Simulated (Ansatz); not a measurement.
## Electronic structure of BH5Si···HBr in real space

Input file:

```
crystal:
  periodic: [false, false, false]
  atoms:
    - { symbol: B, position_ang: [-0.9875, -0.2382, -0.3865] }
    - { symbol: Si, position_ang: [1.2326, 0.0139, 0.0689] }
    - { symbol: H, position_ang: [-1.2077, 0.3138, -1.3924] }
    - { symbol: H, position_ang: [-1.2405, -1.3687, -0.2346] }
    - { symbol: H, position_ang: [-0.531, 0.4108, 0.5615] }
    - { symbol: Br, position_ang: [-2.3673, 0.8859, 1.1952] }
    - { symbol: H, position_ang: [1.6734, -0.8059, 1.1937] }
    - { symbol: H, position_ang: [1.7714, 1.3666, 0.1898] }
    - { symbol: H, position_ang: [1.6566, -0.5784, -1.1956] }
basis:
  gaussian: { orbitals: def2-SVP }
hamiltonian:
  xc: r2scanh
relax:
  f_tol: 0.15
  max_steps: 25
  restrain:
    - { distance: [0, 5], at: 3.34, k: 30.0 }
    - { distance: [4, 1], at: 2.72, k: 30.0 }
    - { distance: [0, 1], at: 1.95, k: 30.0 }
    - { distance: [4, 5], at: 1.51, k: 30.0 }
output:
  orbitals: {}
```

Launched as:

```sh
ansatz run input.yaml --threads 2 --pin off --max-ram 3072MiB --backend cpu --events-out ev --progress --plain --runs-dir out
```

The fields are those of the run's last geometry, not of the input's.

Not at a stationary point (largest force 1.2 eV/Å).

Theory: RKS r2SCANh/def2-SVP in Ansatz.

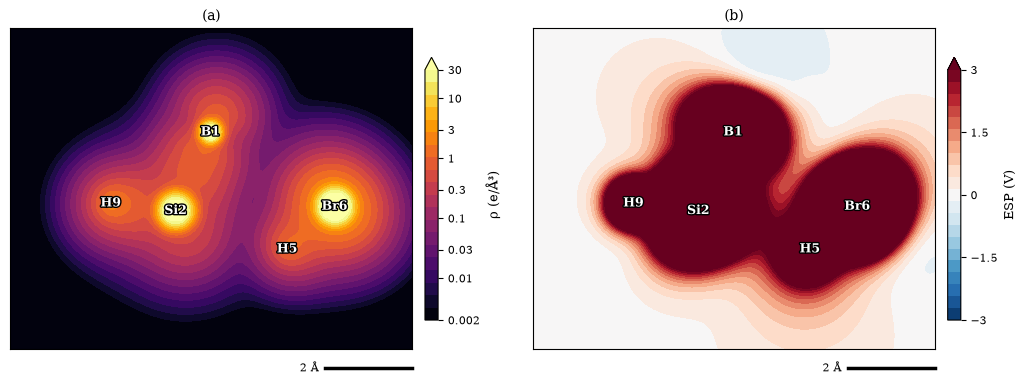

Figure 1. (a) electron density; (b) electrostatic potential on the plane of atoms B1, Si2 and H9.

> What does the map show?

Atoms in the plane: B, Si, H and Br.
Si2···H5 (2.72 Å): the density falls to about 0.06 e/Å³ on the way.
Si–B (1.97 Å): ρ at the midpoint is about 0.84 e/Å³.
Br–H (1.48 Å): the density is about 1.5 e/Å³ at the midpoint.
Si–H (1.50 Å): the density is about 0.73 e/Å³ at the midpoint.
Outside the dense part of the complex the potential is most negative (−0.4 V) near H4, which lies off the plane.

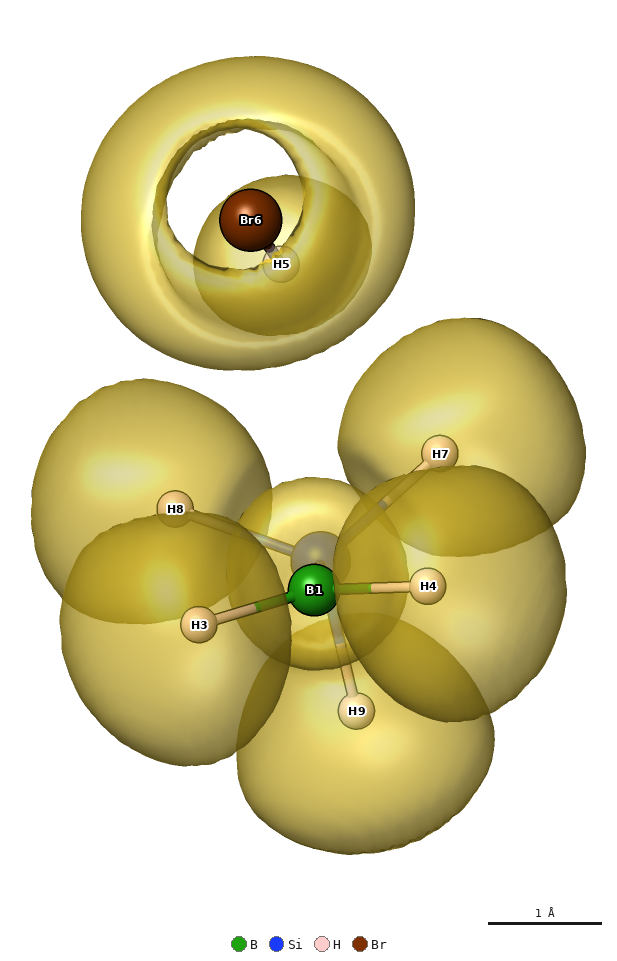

Figure 2. Isosurface of the electron localisation function at 0.8 (yellow), seen at an oblique angle. Core shells and regions of very low density are left out.

> Identify the bonds, lone pairs and shells in this picture.

At this value the surface marks out one region between bonded B–Si atoms (shared pairs), six regions around hydrogen nuclei and one ring or bowl of non-bonding electrons around Br. Along the contacts the grid gives the following. Si2···H5 (2.72 Å): the ELF dips to about 0.05 between them. Si–B (1.97 Å): the ELF peaks at about 1 between the atoms: a shared electron pair.

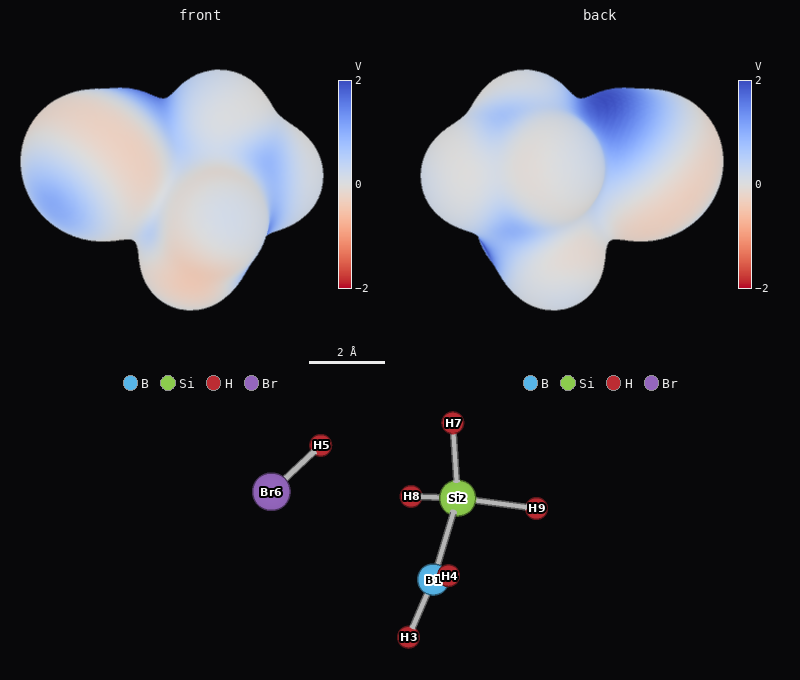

Figure 3. The electrostatic potential painted on the density surface at 0.002 e/bohr³, seen from the front and from behind; red is negative and blue positive. The bare structure is drawn below in the same view.

> Describe the electrostatic potential map.

The most negative region (about −0.4 V, or −9 kcal/mol for a unit charge) lies over H3, the most positive (about +1.9 V, or +44 kcal/mol for a unit charge) over H5. Br6 shows a σ-hole: about +1.0 V, or +23 kcal/mol for a unit charge at the tip opposite its bond, against about −0.1 V on its flanks.

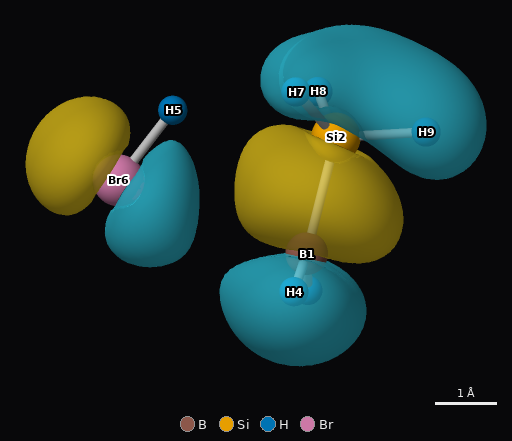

Figure 4. The HOMO at ±0.06 Å⁻³ᐟ² (yellow and cyan are the two phases), seen across its widest extent.

> Describe this orbital and give its energy.

Its weight (Hirshfeld) is mainly on B1 (about 35 %), Si2 (about 35 %), Br6 (about 10 %), H9 (about 5 %) and H4 (about 5 %). Its energy is −8.01 eV.
